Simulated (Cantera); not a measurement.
Charge: 1 mol AlN, 2.6 mol HI, 0.78 mol O2, at 0.0140 bar.

Cantera equilibrium calculation (NASA polynomials, part measured and part estimated; ideal gas, pure solids and liquids). Candidate condensed phases: Al, AlI3, AlN, Al2O3, H2O, I2; 41 gas species. The numbers say what is thermodynamically allowed, not how fast it happens.

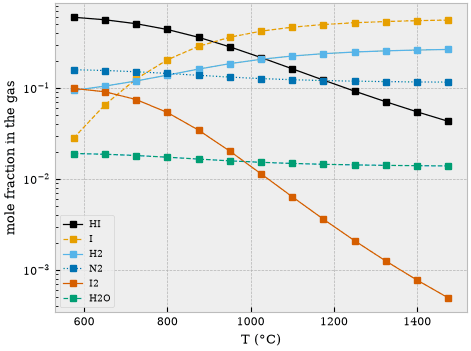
Figure. Equilibrium gas composition (values under 1e-9 drawn at 1e-9)

Problem. Read off the mole fractions at 1325 °C.

Solution. I about 0.54, H2 about 0.26, N2 about 0.12, HI about 0.071, H2O about 0.014, I2 about 0.0013.
